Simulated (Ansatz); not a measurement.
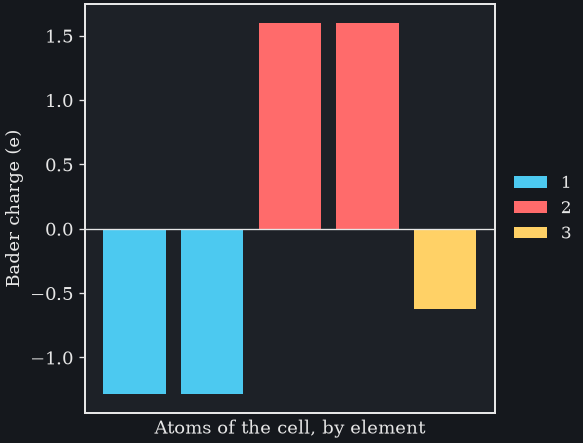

Bader charges of the atoms (positive: electrons lost).

System: Yb2BiN2, space group I4/mmm, 5 atoms in the cell, a structure borrowed from another compound.

Method: DFT with PBE, PAW plane waves, no spin polarisation, 6×6×6 k mesh, 420 eV cutoff, Fermi-Dirac smearing of 0.1 eV (Ansatz).

Which number is which element?

Answer. 1 is N; 2 is Yb; 3 is Bi. The Bader charges are Yb +1.60 e, Bi −0.62 e and N −1.29 e.

The structure was built from a prototype or by substitution, so it need not be a known phase. The atoms aren't at rest in this cell (largest force 2.0 eV/Å), so the relaxed material can differ. Spin-orbit coupling is left out, which matters for Bi and Yb.
